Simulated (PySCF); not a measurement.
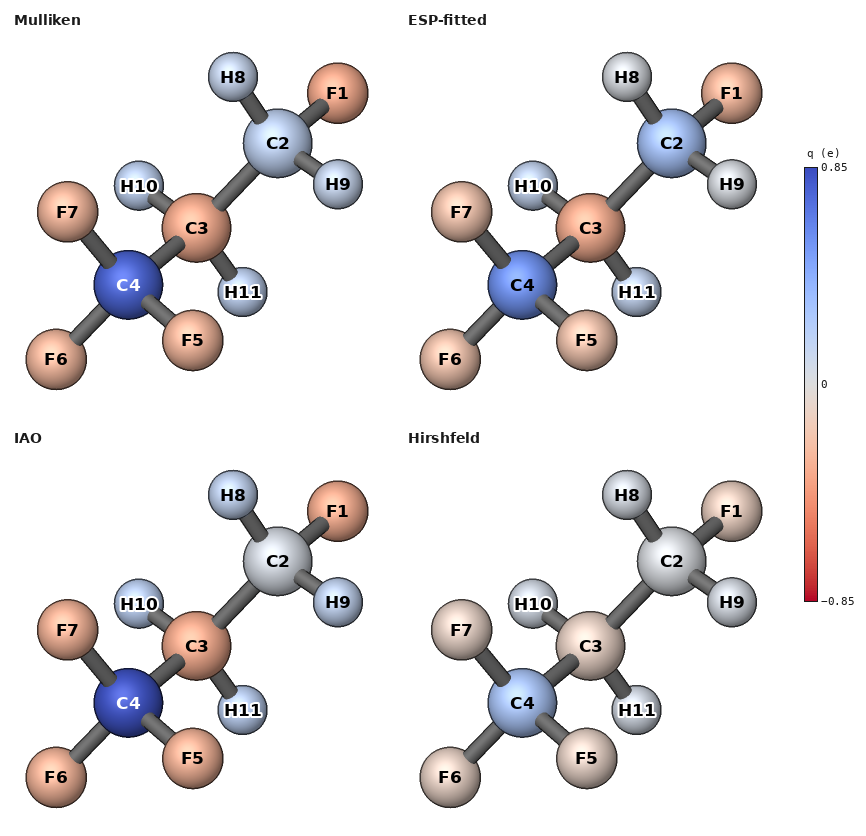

Atomic charges of one calculation by 4 schemes, on one colour scale. Computed geometry: GFN2-xTB optimisation. No frequency run is at hand to confirm it as a minimum. Computed with PBE0/pcSseg-1 (PySCF 2.14.0).

> On which atom do the schemes disagree most?

On C4 (from 0.27 to 0.81 e).

List the charges (e), one line for each set of equivalent atoms.

```json
{"atom": "F1", "Mulliken": "−0.33", "ESP-fitted": "−0.27", "IAO": "−0.32", "Hirshfeld": "−0.12"}
{"atom": "C2", "Mulliken": "0.16", "ESP-fitted": "0.28", "IAO": "0.05", "Hirshfeld": "0.02"}
{"atom": "C3", "Mulliken": "−0.33", "ESP-fitted": "−0.32", "IAO": "−0.33", "Hirshfeld": "−0.10"}
{"atom": "C4", "Mulliken": "0.74", "ESP-fitted": "0.55", "IAO": "0.81", "Hirshfeld": "0.27"}
{"atom": "F5, F7", "Mulliken": "−0.27", "ESP-fitted": "−0.19", "IAO": "−0.29", "Hirshfeld": "−0.09"}
{"atom": "F6", "Mulliken": "−0.27", "ESP-fitted": "−0.20", "IAO": "−0.28", "Hirshfeld": "−0.10"}
{"atom": "H8, H9", "Mulliken": "0.12", "ESP-fitted": "0.03", "IAO": "0.15", "Hirshfeld": "0.04"}
{"atom": "H10, H11", "Mulliken": "0.16", "ESP-fitted": "0.14", "IAO": "0.17", "Hirshfeld": "0.06"}
```
